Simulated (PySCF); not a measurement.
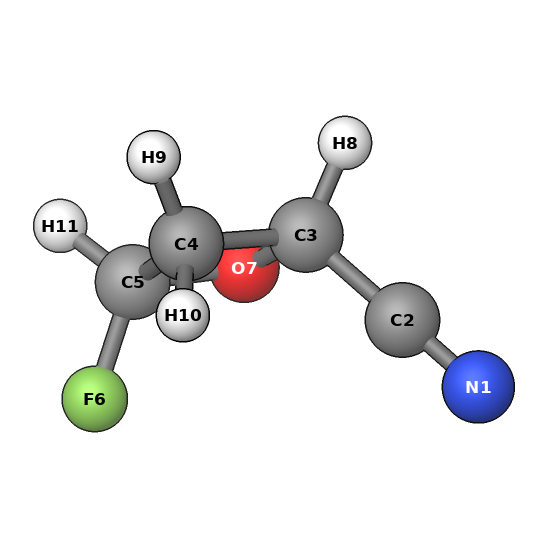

The computed structure is the end point of a PBE0-D3(BJ)/def2-SVP optimisation. No frequency run is at hand to confirm it as a minimum. Method: B3LYP/pcJ-1 indirect spin-spin coupling, non-relativistic, gas phase (PySCF 2.14.0). Isotopes: 13C, 19F, 1H, 15N, 17O.

Give the spin–spin coupling constants of these pairs, with the number of bonds between them: N1/C2, C5/F6, N1/C3, C4/F6, F6/H11, F6/O7, N1/C4, N1/H8, C3/F6, F6/H9, F6/H10.

```tsv
pair	bonds apart	J (Hz)
N1, C2	1	−17.8
C5, F6	1	−318.3
N1, C3	2	3.4
C4, F6	2	26.3
F6, H11	2	77.1
F6, O7	2	−50.2
N1, C4	3	−0.7
N1, H8	3	−1.7
C3, F6	3	−4.5
F6, H9	3	19.5
F6, H10	3	17.8
```

Density functionals are unreliable for couplings to fluorine, so those rows may be far off.
